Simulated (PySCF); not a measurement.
SMILES CC/C=C\[SiH3] (C4H10Si) at its GFN2-xTB optimised geometry (Å):

```
15

C      1.3399    -0.9841     0.0000
C     -0.1892    -0.9841     0.0000
C     -0.7205     0.4119     0.0000
C     -1.4115     0.9726     0.9845
Si    -1.9082     0.1604     2.6073
H      1.7226    -0.4552    -0.8706
H      1.7215    -2.0023    -0.0197
H      1.7145    -0.4901     0.8938
H     -0.5442    -1.5022    -0.8961
H     -0.5561    -1.5224     0.8751
H     -0.4771     0.9815    -0.8923
H     -1.7226     2.0023     0.8497
H     -2.7914    -0.9865     2.3689
H     -2.6211     1.1574     3.4099
H     -0.7257    -0.2926     3.3478
```

Calculation: PBE0/def2-TZVP run with PySCF 2.14.0.

Map of the log10 of the electron density (e/bohr³), floored at −4 on the plane z = 1.5 Å:

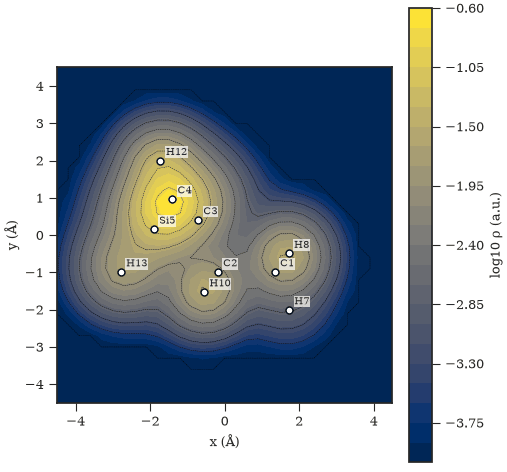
Figure. Log10 of the electron density (e/bohr³), floored at −4 on the plane z = 1.5 Å.
